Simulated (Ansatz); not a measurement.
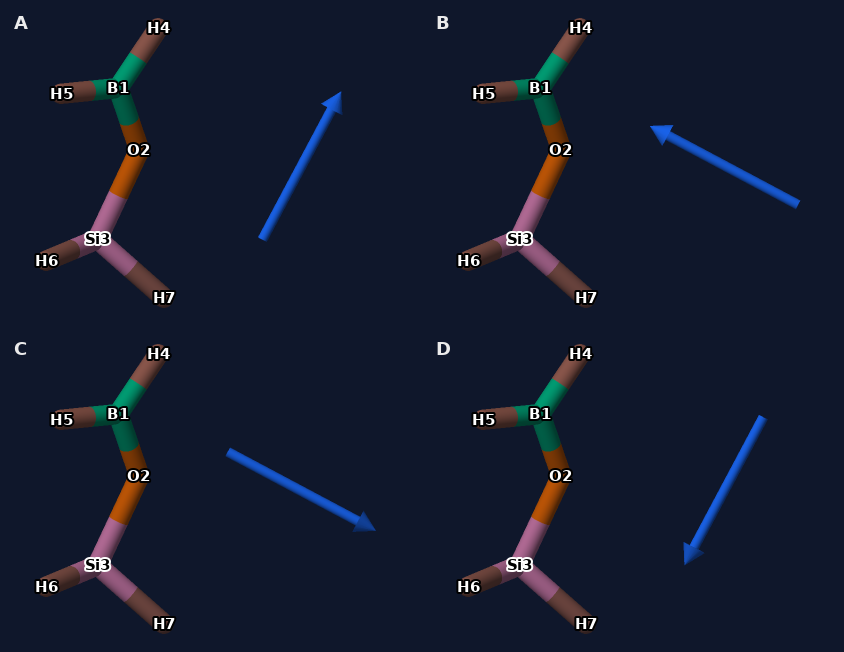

The same molecule four times, each with an arrow. State: neutral, doublet. The geometry was computed by an optimisation with PBE0-D4/def2-TZVP. No frequency run is at hand to confirm it as a minimum. Level of theory: UKS PBE0-D4/def2-TZVP (Ansatz 0.2.0).

### Which arrow points along the dipole moment, from the negative to the positive end?

D. The dipole moment is 0.88 D; it points from the side of H4 to the side of H6 (the outermost atoms at the two ends).
